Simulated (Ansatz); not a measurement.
**SiPH6: geometry relaxation**

SiPH6, multiplicity 2, computed with UKS PBE0/def2-SVP (Ansatz 0.2.0).

It belongs to a series of runs on one base structure; here: end point B relaxed.

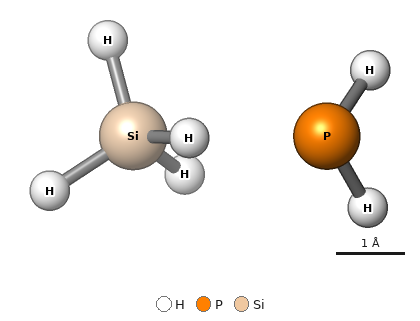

Figure 1. The input geometry (ball-and-stick view, seen at a tilt).

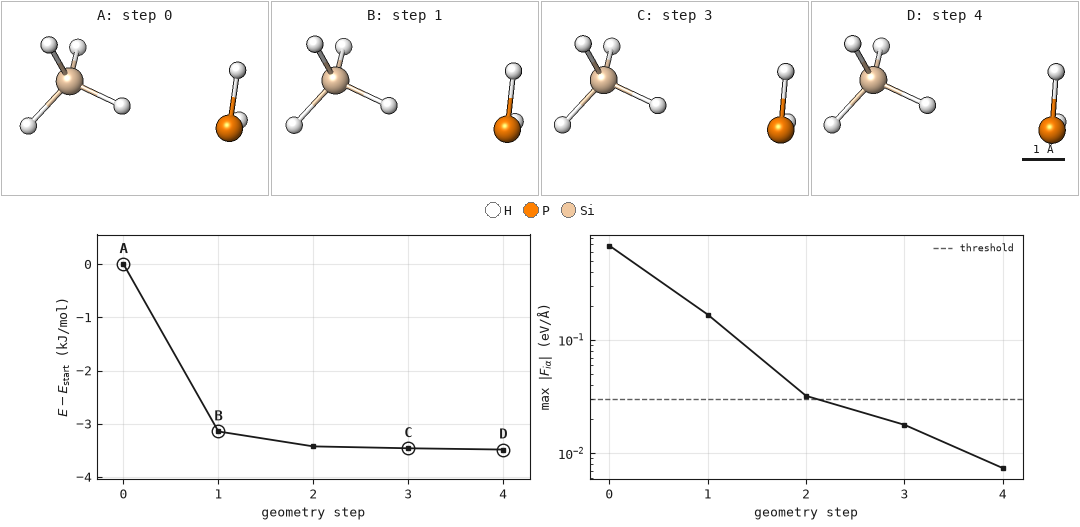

Figure 2. Frames of the relaxation (ball-and-stick view, seen at a tilt) above the curves, on which the letters mark them (the first geometry is step 0 here and step 1 in the log).

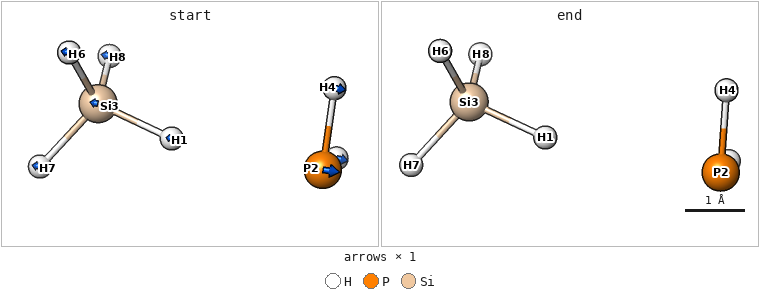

Figure 3. Before (left) and after (right) the relaxation, at one scale (ball-and-stick view, seen at a tilt). The blue arrows give the displacements, at true length. P2 moves most after the best rigid fit: 0.31 Å. By element the largest moves are P 0.31 Å, H 0.22 Å, Si 0.16 Å. Distances before and after: H1–Si3 1.451 → 1.495 Å. Over 4 geometry steps the energy falls by 3.49 kJ/mol. Largest force component: 0.68 eV/Å at the start, 0.0074 eV/Å at the end. (Atoms are counted from 1 in the order of the input.)

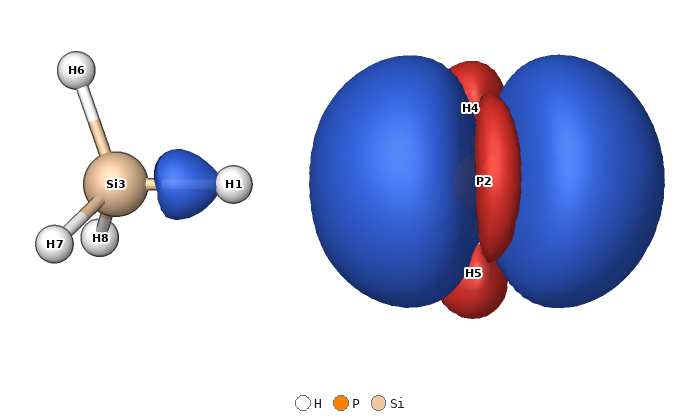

Figure 4. Isosurfaces of the spin density at +0.006 (blue) and −0.006 e/Å³ (red), seen face on. The unpaired spin (1 electron) lies mostly on P2 (about 0.9), in electrons by Hirshfeld's partition.

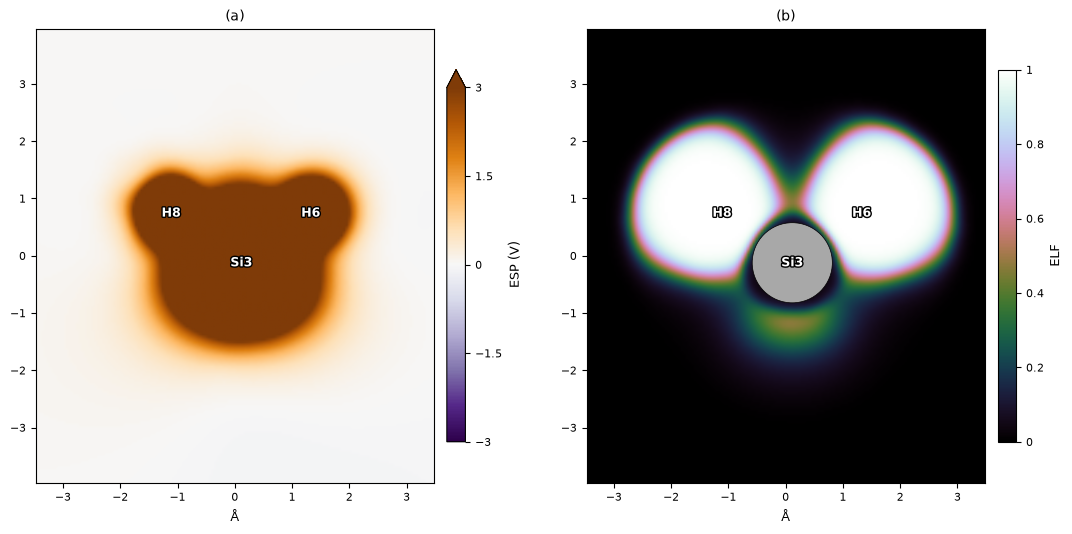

Figure 5. (a) molecular electrostatic potential; (b) electron localisation function on the plane of atoms H6, Si3 and H8. Grey discs, where drawn, cover atomic cores. Atoms in the plane: Si and H. Si–H (1.49 Å): the ELF climbs to about 1 towards the hydrogen, as it does in any bond to H. The potential has no marked negative region in this plane.

The input that produced these results follows, with the program's output.

The input
```yaml
crystal:
  periodic: [false, false, false]
  atoms:
    - { symbol: H, position_ang: [-0.166705, -0.352885, 0.302602] }
    - { symbol: P, position_ang: [1.649591, 0.92948, 1.807372] }
    - { symbol: Si, position_ang: [-1.070351, -0.778185, -0.750598] }
    - { symbol: H, position_ang: [1.158597, 2.16231, 1.26389] }
    - { symbol: H, position_ang: [2.570295, 0.80766, 0.714764] }
    - { symbol: H, position_ang: [-2.389069, -0.099222, -0.576144] }
    - { symbol: H, position_ang: [-1.255126, -2.258557, -0.680912] }
    - { symbol: H, position_ang: [-0.497232, -0.410601, -2.081074] }
magnetization:
  spin_polarized: true
  initial_magnetization: 1
basis:
  gaussian: { orbitals: def2-SVP }
hamiltonian:
  xc: pbe0
relax:
  f_tol: 0.03
  max_steps: 50
output:
  orbitals: {}
```

Command:
```bash
ansatz run input.yaml --threads 2 --pin off --max-ram 3072MiB --backend cpu --events-out ev --progress --plain --runs-dir out
```

Log
```
The last accepted step is kept in [file] (removed where the run ends without a failure and the disk answers)
Engine: ansatz 0.2.0, aarch64-unknown-linux-gnu
Functional definition: PBE0
  parameter a = 0.25
  parameter kappa = 0.804
  parameter beta = 0.06672455060314922
  exchange = (1 - a)*pbe_x(kappa = kappa, mu = beta*pi^2/3) + a*exact_x
  correlation = pbe_c(beta = beta)
681 factors; integrals over basis functions are off by at most 3.6e-4 eV
mean field evaluation 1: about -17249.4051 eV, gradient 5.7e0 eV
mean field evaluation 2: about -17249.6609 eV, gradient 2.0e0 eV
mean field evaluation 4: about -17249.6914 eV, gradient 1.0e-1 eV
mean field evaluation 8: about -17249.6907 eV, gradient 2.1e-3 eV
mean field -17249.69065330 eV, -633.9144392484 hartree, gradient 6.0e-5 eV, S^2 0.755145; 0 other end points of the search recorded, 0 dependent functions left out
the calculation of the forces begins
reference -17249.69067843 eV, -633.9144401721 hartree; 18, 17 occupied and 48, 49 virtual orbitals, 681 factors
relax step   1: F+E_penalty+E_count = -17249.69065330 eV  Δ(F+E_penalty+E_count) = +0.000e0 eV  max|allowed force component| = 6.794e-1 eV/Å  Δτ_max = 0.0000 Å  (23 SCF iters, accepted)
these checks for a lower state are left out or cut short: starts, cluster_reference, orbital_swaps, neighbouring_geometries, increment
681 factors; integrals over basis functions are off by at most 3.9e-4 eV
mean field evaluation 16: about -17249.7232 eV, gradient 2.9e-2 eV
mean field -17249.72325227 eV, -633.9156372386 hartree, gradient 8.6e-5 eV, S^2 0.755126; 0 other end points of the search recorded, 0 dependent functions left out
the calculation of the forces begins
reference -17249.72327806 eV, -633.9156381863 hartree; 18, 17 occupied and 48, 49 virtual orbitals, 681 factors
relax step   2: F+E_penalty+E_count = -17249.72325227 eV  Δ(F+E_penalty+E_count) = -3.260e-2 eV  max|allowed force component| = 1.675e-1 eV/Å  Δτ_max = 0.1939 Å  (25 SCF iters, accepted)
these checks for a lower state are left out or cut short: starts, cluster_reference, orbital_swaps, neighbouring_geometries, increment
681 factors; integrals over basis functions are off by at most 4.0e-4 eV
mean field -17249.72616089 eV, -633.9157441283 hartree, gradient 3.1e-5 eV, S^2 0.755122; 0 other end points of the search recorded, 0 dependent functions left out
the calculation of the forces begins
reference -17249.72618686 eV, -633.9157450827 hartree; 18, 17 occupied and 48, 49 virtual orbitals, 681 factors
relax step   3: F+E_penalty+E_count = -17249.72616089 eV  Δ(F+E_penalty+E_count) = -2.909e-3 eV  max|allowed force component| = 3.211e-2 eV/Å  Δτ_max = 0.0588 Å  (27 SCF iters, accepted)
these checks for a lower state are left out or cut short: starts, cluster_reference, orbital_swaps, neighbouring_geometries, increment
681 factors; integrals over basis functions are off by at most 4.0e-4 eV
mean field -17249.72652739 eV, -633.9157575970 hartree, gradient 2.5e-5 eV, S^2 0.755118; 0 other end points of the search recorded, 0 dependent functions left out
the calculation of the forces begins
reference -17249.72655346 eV, -633.9157585549 hartree; 18, 17 occupied and 48, 49 virtual orbitals, 681 factors
relax step   4: F+E_penalty+E_count = -17249.72652739 eV  Δ(F+E_penalty+E_count) = -3.665e-4 eV  max|allowed force component| = 1.784e-2 eV/Å  Δτ_max = 0.0282 Å  (24 SCF iters, accepted)
these checks for a lower state are left out or cut short: starts, cluster_reference, orbital_swaps, neighbouring_geometries, increment
681 factors; integrals over basis functions are off by at most 4.0e-4 eV
mean field evaluation 32: about -17249.7268 eV, gradient 1.0e-2 eV
mean field -17249.72677782 eV, -633.9157668003 hartree, gradient 1.2e-5 eV, S^2 0.755114; 0 other end points of the search recorded, 0 dependent functions left out
the calculation of the forces begins
reference -17249.72680398 eV, -633.9157677615 hartree; 18, 17 occupied and 48, 49 virtual orbitals, 681 factors
relax step   5: F+E_penalty+E_count = -17249.72677782 eV  Δ(F+E_penalty+E_count) = -2.504e-4 eV  max|allowed force component| = 7.403e-3 eV/Å  Δτ_max = 0.0323 Å  (26 SCF iters, accepted)
681 factors; integrals over basis functions are off by at most 4.0e-4 eV
mean field -17249.72677782 eV, -633.9157668003 hartree, gradient 1.2e-5 eV, S^2 0.755114; 1 other end points of the search recorded, 0 dependent functions left out
the calculation of the forces begins
reference -17249.72680398 eV, -633.9157677615 hartree; 18, 17 occupied and 48, 49 virtual orbitals, 681 factors
Total energy: -17249.72680398 eV, -633.9157677615 hartree
Atom 0 at    -0.244297    -0.410693     0.244022 Å, force    -0.003749    -0.001006    -0.005908 eV/Å
Atom 1 at     1.869507     1.089888     1.961338 Å, force     0.004592     0.003999     0.002050 eV/Å
Atom 2 at    -1.180172    -0.854107    -0.834823 Å, force     0.006584     0.003208     0.007403 eV/Å
Atom 3 at     1.299766     2.270730     1.383042 Å, force    -0.002511    -0.003521    -0.000386 eV/Å
Atom 4 at     2.726876     0.904961     0.828208 Å, force    -0.003226    -0.002401    -0.000346 eV/Å
Atom 5 at    -2.498650    -0.176989    -0.657381 Å, force    -0.000786    -0.000174    -0.000912 eV/Å
Atom 6 at    -1.363327    -2.333509    -0.758781 Å, force    -0.000125     0.000262    -0.000288 eV/Å
Atom 7 at    -0.609702    -0.490281    -2.165725 Å, force    -0.000779    -0.000367    -0.001611 eV/Å
Dipole moment:     0.022469     0.081255    -0.143246 e Å
```

Trajectory as extended XYZ (Å, eV, eV/Å), 5 frames, from step=1 to step=5
```
8
Properties=species:S:1:pos:R:3:forces:R:3 step=1 energy=-17249.69065
H    -0.1667   -0.3529    0.3026    0.5408   0.2509   0.6232
P     1.6496    0.9295    1.8074    0.1042   0.1137  -0.0200
Si   -1.0704   -0.7782   -0.7506   -0.5773  -0.2762  -0.6794
H     1.1586    2.1623    1.2639   -0.0524  -0.0130   0.0501
H     2.5703    0.8077    0.7148    0.0043  -0.0673   0.0292
H    -2.3891   -0.0992   -0.5761   -0.0028  -0.0082  -0.0081
H    -1.2551   -2.2586   -0.6809   -0.0082   0.0067  -0.0094
H    -0.4972   -0.4106   -2.0811   -0.0086  -0.0066   0.0145
8
Properties=species:S:1:pos:R:3:forces:R:3 step=2 energy=-17249.72325
H    -0.2187   -0.3942    0.2667    0.1450   0.0684   0.1675
P     1.7869    1.0323    1.8977    0.0223   0.0179   0.0136
Si   -1.1445   -0.8299   -0.8064   -0.1371  -0.0626  -0.1660
H     1.2503    2.2440    1.3483    0.0267  -0.0379  -0.0125
H     2.6843    0.8688    0.7906   -0.0383   0.0253   0.0125
H    -2.4619   -0.1499   -0.6290   -0.0009  -0.0082  -0.0082
H    -1.3278   -2.3097   -0.7336   -0.0071   0.0040  -0.0083
H    -0.5687   -0.4615   -2.1344   -0.0107  -0.0069   0.0013
8
Properties=species:S:1:pos:R:3:forces:R:3 step=3 energy=-17249.72616
H    -0.2300   -0.4034    0.2594   -0.0007   0.0003  -0.0012
P     1.8269    1.0591    1.9315    0.0194   0.0321  -0.0286
Si   -1.1644   -0.8437   -0.8217   -0.0054  -0.0017  -0.0083
H     1.2842    2.2597    1.3657   -0.0074  -0.0165   0.0176
H     2.7077    0.8952    0.8122   -0.0083  -0.0148   0.0175
H    -2.4830   -0.1661   -0.6460    0.0008   0.0008   0.0011
H    -1.3496   -2.3231   -0.7501    0.0014  -0.0004   0.0017
H    -0.5918   -0.4777   -2.1512    0.0003   0.0001   0.0002
8
Properties=species:S:1:pos:R:3:forces:R:3 step=4 energy=-17249.72653
H    -0.2375   -0.4079    0.2525   -0.0143  -0.0060  -0.0178
P     1.8469    1.0740    1.9446    0.0101   0.0122  -0.0039
Si   -1.1731   -0.8496   -0.8287    0.0132   0.0065   0.0149
H     1.2934    2.2678    1.3761   -0.0004  -0.0107   0.0024
H     2.7202    0.9009    0.8213   -0.0086  -0.0022   0.0053
H    -2.4915   -0.1721   -0.6520   -0.0004   0.0005  -0.0002
H    -1.3575   -2.3289   -0.7553    0.0006  -0.0003   0.0005
H    -0.6011   -0.4843   -2.1586   -0.0002   0.0000  -0.0013
8
Properties=species:S:1:pos:R:3:forces:R:3 step=5 energy=-17249.72678
H    -0.2443   -0.4107    0.2440   -0.0037  -0.0010  -0.0059
P     1.8695    1.0899    1.9613    0.0046   0.0040   0.0021
Si   -1.1802   -0.8541   -0.8348    0.0066   0.0032   0.0074
H     1.2998    2.2707    1.3830   -0.0025  -0.0035  -0.0004
H     2.7269    0.9050    0.8282   -0.0032  -0.0024  -0.0003
H    -2.4987   -0.1770   -0.6574   -0.0008  -0.0002  -0.0009
H    -1.3633   -2.3335   -0.7588   -0.0001   0.0003  -0.0003
H    -0.6097   -0.4903   -2.1657   -0.0008  -0.0004  -0.0016
```

Key numbers

- outcome: converged
- total energy: −17249.7268 eV
- mean-field energy: −17249.7268 eV
- ⟨S²⟩: 0.755
- largest force (length of the vector) at the end: 0.010 eV/Å
- hardware: 2 threads of Arm Neoverse V1, 24 GiB of memory available, shared host
- wall time: 7.7 s (CPU time 15 s)
- peak memory: 0.15 GiB
